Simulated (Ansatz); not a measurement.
Base system: CdS in the zinc blende structure (space group F-43m, No. 216; a = 5.824 Å).

It is then changed as follows: the cell is scaled by 0.9900 in all directions, atoms relaxed at fixed cell.

All numbers come from DFT with PBEsol, PAW potentials and a 420 eV plane-wave cutoff in Ansatz (an electronic-structure program), without spin-orbit coupling.

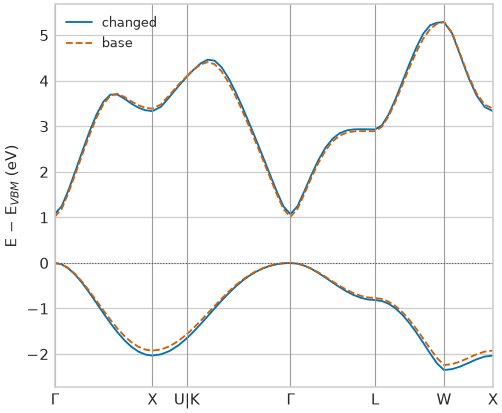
*Highest valence and lowest conduction band along the path, each from its own valence-band maximum*

The gap is 1.07 eV, direct at Γ; the base has 1.01 eV.

The cells carry an imposed strain or load. Stability against distortions was not tested.
